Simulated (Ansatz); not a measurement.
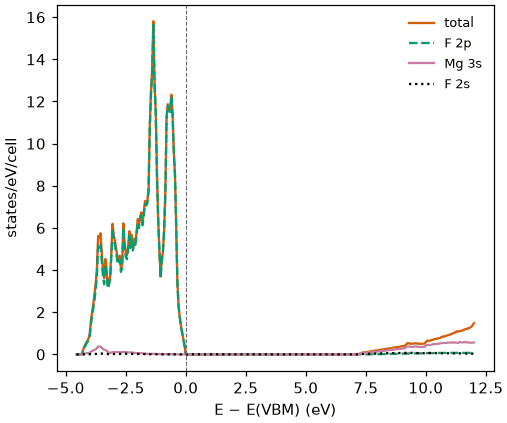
*Total and projected density of states of MgF2 (rutile, P4_2/mnm), LDA in the plane-wave PAW code Ansatz*

### Question
Which orbitals carry the states next to the gap?

### Answer
Top 1 eV of the valence band: F 2p 99 %. Bottom 1 eV of the conduction band: Mg 3s 72 %, F 2s 23 %. Projections are on Löwdin-orthogonalised atomic valence shells; empty p or d shells of many metals are not among them.

### Question
Where is the tallest occupied peak in this window, and what makes it?

### Answer
Near -1.3 eV, about 16 states/eV per cell; the largest projected share is F 2p.

The cell was relaxed with LDA under the symmetry of its start.

Potentials: the later of the program's two PAW sets.
